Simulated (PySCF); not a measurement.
# C9H14Si: what the fields show

```xyz
24

C     3.1204   -0.8818   -0.7552
C     3.5937   -0.1039    0.2261
Si    2.1887    0.9387    0.9189
C     1.0097    0.1260   -0.3265
C    -0.4417    0.4355   -0.4597
C    -1.1788    0.3677    0.8893
C    -2.6582    0.1196    0.5479
C    -2.7048   -0.1350   -0.9672
C    -1.2709   -0.4989   -1.3434
C     1.7028   -0.7571   -1.0604
H     3.7246   -1.5801   -1.3190
H     4.6271   -0.1177    0.5289
H     2.3455    2.3786    0.7059
H     1.8567    0.6336    2.3121
H    -0.5353    1.4562   -0.8540
H    -0.7772   -0.4646    1.4689
H    -1.0327    1.2778    1.4691
H    -3.2777    0.9742    0.8182
H    -3.0345   -0.7448    1.0947
H    -3.4141   -0.9183   -1.2316
H    -2.9984    0.7763   -1.4912
H    -1.0637   -1.5364   -1.0753
H    -1.0712   -0.3647   -2.4058
H     1.2784   -1.3612   -1.8499
```

Geometry: GFN2-xTB.

Computed with PBE0/pcSseg-1, SCF density, gas phase, non-relativistic (PySCF).

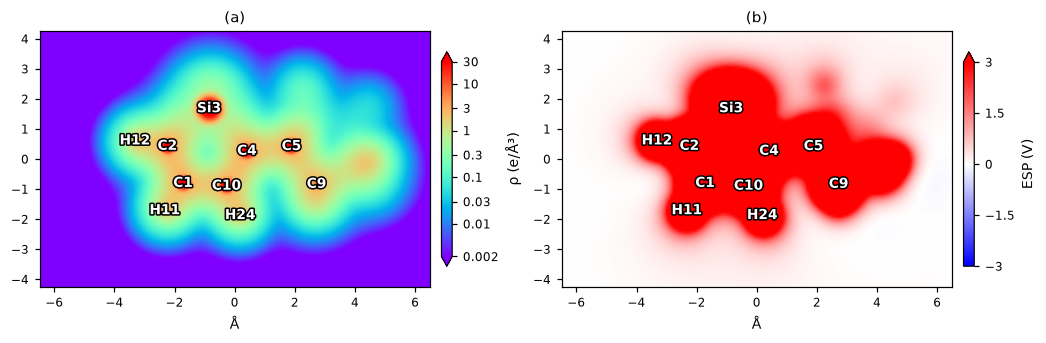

Figure 1. (a) total electron density; (b) molecular electrostatic potential on the plane of atoms C1, C10 and H24.

### Describe what can be read from this map.

- The plane passes through C, Si and H nuclei.
- C–C (1.34 Å): ρ at the midpoint is about 2.3 e/Å³.
- C–Si (1.88 Å): ρ at the midpoint is about 0.93 e/Å³.
- C–H (1.08 Å): ρ is about 2 e/Å³ halfway.
- C–C (1.46 Å): ρ is about 1.9 e/Å³ halfway.
- C–C (1.53 Å): the density is about 1.6 e/Å³ at the midpoint.
- The potential has no marked negative region in this plane.

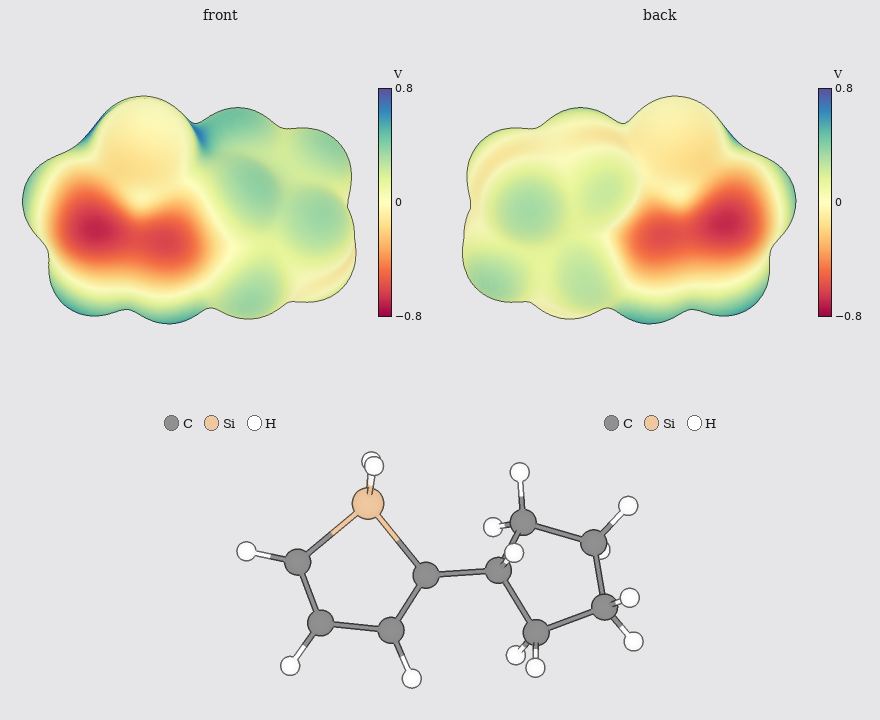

Figure 2. The electrostatic potential painted on the density surface at 0.001 e/bohr³, seen from the front and from behind; red is negative and blue positive. The bare structure is drawn below in the same view.

### Where is the surface potential most negative and most positive?

The most negative region (about −0.7 V) lies over the π face of C1 and C2, the most positive (about +0.7 V) over Si3.

### How polar is the molecule by this calculation?

Its dipole moment is 0.60 D.
